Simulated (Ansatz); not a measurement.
# SnO2 (Cassiterite): converging the G0W0 gap, part 2 of 2

Aim: see how the G0W0 gap of SnO2 (Cassiterite) on PBE moves with empty bands and screening cutoff, and what each rung costs.

Ansatz 0.2.0; G0W0 on PBE, plane waves, PAW. Known limits of the many-body steps: not at the basis limit; no spin-orbit coupling.

So far. Step 4 (720 empty bands, screening to 270 eV): Against the run with 4×4×6 mesh, 425 empty bands, screening to 190 eV, hard PAW files, the gap moves by +0.05 eV.

### Step 5. 1203 empty bands, screening to 380 eV

The input, input.yaml:

```yaml
crystal:
  lattice:
    - [4.738, 0.0, 0.0]
    - [0.0, 4.738, 0.0]
    - [0.0, 0.0, 3.1865]
  atoms:
    - { symbol: Sn, position: [0.0, 0.0, 0.0] }
    - { symbol: Sn, position: [0.5, 0.5, 0.5] }
    - { symbol: O, position: [0.3071, 0.3071, 0.0] }
    - { symbol: O, position: [0.1929, 0.8071, 0.5] }
    - { symbol: O, position: [0.6929, 0.6929, 0.0] }
    - { symbol: O, position: [0.8071, 0.1929, 0.5] }
kpoints:
  mp_grid: { grid: [4, 4, 6] }
hamiltonian:
  xc: pbe
  pseudopotentials: { kind: paw, source: ansatz }
scf:
  occupations: { method: fixed }
gw:
  n_empty_bands: 1203
  ecut_chi: 380
  qp_bands: [v2, c2]
  qp_kpoints: band_edges
  screening: { model: contour_deformation }
```

The run is started by

```console
> ansatz run input.yaml --threads 4 --pin off --max-ram 138240MiB --backend cuda --events-out ev --progress --plain --runs-dir out --devices 1 --max-vram 26GiB
```

Numbers of over 12 decimals in the logs are rounded to 6 here.

The program printed:

```text
GPUs: using 1 of 1 available (devices: 1).
[...]
GPU FFT provider: cuFFT
GPU libraries: cuBLAS 13.8.2, cuFFT 12.4.0, cuSOLVER 12.3.4
Crystal: 6 atoms, lattice volume = 71.533 Å³
Basis set: ecut = 930 eV, 4587 PW (Γ)
Bands: 41, of which v1, the nominal top of the filled ones, is band 34 counted from 1 (33 counted from 0)
Symmetry: 16 space group operations
[...]
k-points: 24 of 96
[...]
5    33     10.3508   -26.5879     4.4467   -20.8340  0.7471     9.0046     9.0437  root ?
[...]
23    33     10.3000   -26.6274     4.9173   -20.3023  0.7419     8.8493     8.8922  root
    23    34     10.3000   -26.6274     4.9173   -20.3023  0.7419     8.8493     8.8922  root
    23    35     16.0731   -13.3208    -4.6561   -18.6828  0.8085    16.7851    16.7790  root
    23    36     16.0731   -13.3208    -4.6561   -18.6828  0.8085    16.7851    16.7790  root
[key lines of the parts left out:]
SCF converged after 8 iterations
Free energy (F): -21719.985827 eV
Fermi energy:    11.134553 eV
```

The job ended after 3.9 min (1 × NVIDIA H100 80GB HBM3 (shared by 3 runs) with 4 threads of AMD EPYC 7R13 (Zen 3), shared host; peak memory 10 GiB).

Numbers from this step:

```yaml
bands_summed: 1237
rpa_eps_infinity_on_this_mesh_eigenvalues: 4.296, 4.296, 4.518
plane_waves_in_the_screening_matrix: 1195
g0w0_gap_on_the_mesh: 3.038 eV
k_of_the_valence_top: 0, 0, 0
k_of_the_conduction_bottom: 0, 0, 0
starting_gap_on_the_mesh: 1.287 eV
least_direct_g0w0_gap_on_the_computed_points: 3.038 eV
```

Against the run with 4×4×6 mesh, 720 empty bands, screening to 270 eV, hard PAW files, the gap moves by +0.05 eV.

### Step 6. Changing the k mesh: 6×6×8 mesh, 187 empty bands, screening to 110 eV, hard PAW files

A second mesh at equal bands and cutoff isolates the sampling error. Bands and cutoff differ from the step before, so it is read against an earlier run that matches them.

Edit input.yaml of step 5 so:

```diff
@@ -13,3 +13,3 @@
 kpoints:
-  mp_grid: { grid: [4, 4, 6] }
+  mp_grid: { grid: [6, 6, 8] }
 hamiltonian:
@@ -20,4 +20,4 @@
 gw:
-  n_empty_bands: 1203
-  ecut_chi: 380
+  n_empty_bands: 187
+  ecut_chi: 110.0
   qp_bands: [v2, c2]
```

The program printed:

```text
GPUs: using 1 of 1 available (devices: 1).
[...]
GPU FFT provider: cuFFT
GPU libraries: cuBLAS 13.8.2, cuFFT 12.4.0, cuSOLVER 12.3.4
Crystal: 6 atoms, lattice volume = 71.533 Å³
Basis set: ecut = 930 eV, 4587 PW (Γ)
Bands: 41, of which v1, the nominal top of the filled ones, is band 34 counted from 1 (33 counted from 0)
Symmetry: 16 space group operations
[...]
k-points: 50 of 288
[...]
1    36     17.6188   -12.7365    -4.6369   -18.6314  0.7990    18.9061    18.8768  root
[...]
49    33     10.2996   -26.6215     5.4804   -20.3024  0.7485     9.4477     9.4609  root
    49    34     10.2996   -26.6215     5.4804   -20.3024  0.7485     9.4477     9.4609  root
    49    35     16.0730   -13.3346    -4.1680   -18.6829  0.8149    17.2699    17.2533  root
    49    36     16.0730   -13.3346    -4.1680   -18.6829  0.8149    17.2699    17.2533  root
[key lines of the parts left out:]
SCF converged after 8 iterations
Free energy (F): -21719.986922 eV
Fermi energy:    11.134052 eV
```

Wall time 2 min (1 × NVIDIA H100 80GB HBM3 (shared by 3 runs) with 4 threads); peak memory 2.5 GiB.

This step gave:

```yaml
bands_summed: 221
rpa_eps_infinity_on_this_mesh_eigenvalues: 4.219, 4.219, 4.520
plane_waves_in_the_screening_matrix: 181
g0w0_gap_on_the_mesh: 2.801 eV
k_of_the_valence_top: 0, 0, 0
k_of_the_conduction_bottom: 0, 0, 0
starting_gap_on_the_mesh: 1.287 eV
least_direct_g0w0_gap_on_the_computed_points: 2.801 eV
```

Against the run with 4×4×6 mesh, 187 empty bands, screening to 110 eV, hard PAW files, the gap moves by +0.001 eV.

### Step 7. The runs together

Times are wall times on 1 × NVIDIA H100 80GB HBM3 (shared by 3 runs) with 4 threads of AMD EPYC 7R13 (Zen 3), shared host. The host was busy with other work, so they are no guide to cost.

```
 mesh     files            frequency  bands summed  cutoff (eV)  start (eV)  G0W0 (eV)     time  host memory (GiB)
4×4×6  hard PAW  contour deformation           221          110       1.287      2.800     41 s                1.7
4×4×6  hard PAW  contour deformation           459          190       1.287      2.937     64 s                2.8
4×4×6  hard PAW  contour deformation           754          270       1.287      2.989    2 min                5.0
4×4×6  hard PAW  contour deformation          1237          380       1.287      3.038  3.9 min                 10
6×6×8  hard PAW  contour deformation           221          110       1.287      2.801    2 min                2.5
```

The parts of the quasiparticle energy at the two band edges (eV; QP = start + Σx + Σc − Vxc):

```
       run               edge  start      Σx     Σc     Vxc     Z     QP
 221 bands        valence top  11.13  -27.19   5.32  -21.14  0.75  10.41
 221 bands  conduction bottom  12.42  -14.47  -3.33  -18.59  0.83  13.21
 459 bands        valence top  11.13  -27.19   5.01  -21.14  0.75  10.10
 459 bands  conduction bottom  12.42  -14.47  -3.50  -18.59  0.82  13.04
 754 bands        valence top  11.13  -27.19   4.83  -21.14  0.75   9.92
 754 bands  conduction bottom  12.42  -14.47  -3.63  -18.59  0.82  12.91
1237 bands        valence top  11.13  -27.19   4.69  -21.14  0.75   9.78
1237 bands  conduction bottom  12.42  -14.47  -3.72  -18.59  0.82  12.82
```

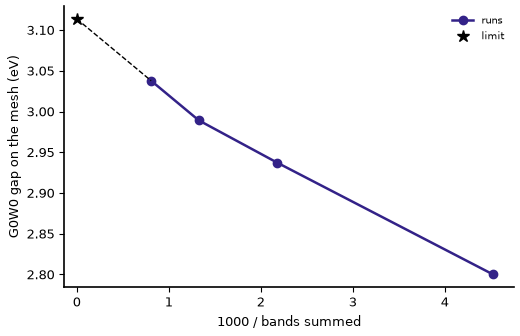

The gap against one over the number of bands; the dashed line carries the two highest rungs to the limit.

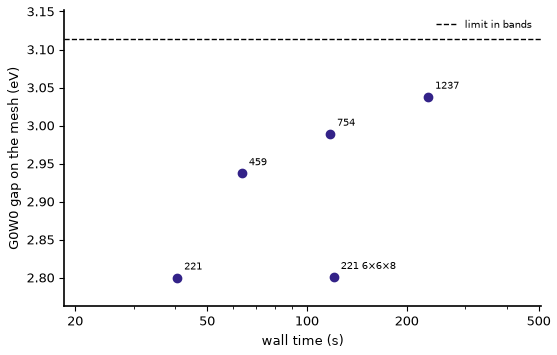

Result against wall time.

### Step 8. What came out

* 221 bands, 110 eV: 2.800 eV
* 459 bands, 190 eV: 2.937 eV
* 754 bands, 270 eV: 2.989 eV
* 1237 bands, 380 eV: 3.038 eV
* estimated limit in bands and cutoff: 3.11 eV
* mesh and start: 4×4×6, PBE

What this shows: A line in one over the bands through the two highest rungs gives 3.11 eV, +0.08 eV from the top rung; the pair below gives 3.07 eV, so the estimate is still climbing. The rungs stand 0.31 eV (221 bands), 0.18 eV (459 bands), 0.12 eV (754 bands) and 0.08 eV (1237 bands) from it. From 221 to 1237 bands the gap moves by +0.24 eV while the time grows 5.7-fold. Σc changes by −0.63 eV at the valence top and −0.39 eV at the conduction bottom, so the levels themselves move more than the gap between them. On the 6×6×8 mesh in place of 4×4×6 the gap differs by +0.001 eV, of which +0.0004 eV is already in the start. The cheapest rung within 0.1 eV of this estimate is that with 1237 bands (3.9 min). Gaps are over the mesh's points; an edge off the mesh would be missed. The many-body steps are scalar-relativistic: spin-orbit coupling is not in them.

[Paths, hosts, dates, memory and timing lines, banners, echoed tables and standing remarks are left out of the program output.]

[Logs are printed without paths, hosts, clocks, repeated set-up lines and the standing remarks that a program may print on its own settings, such as how far it seeks lower states.]

[Runs of the session that timed out or met a known fault of the program may be left out.]

[Cells called generated may have been cut or substituted from an entry of the Crystallography Open Database or the Materials Project.]

[Hosts, paths, dates, database ids (printed as entryN), source tags and the programs' standing remarks are cut or masked in the printed files.]
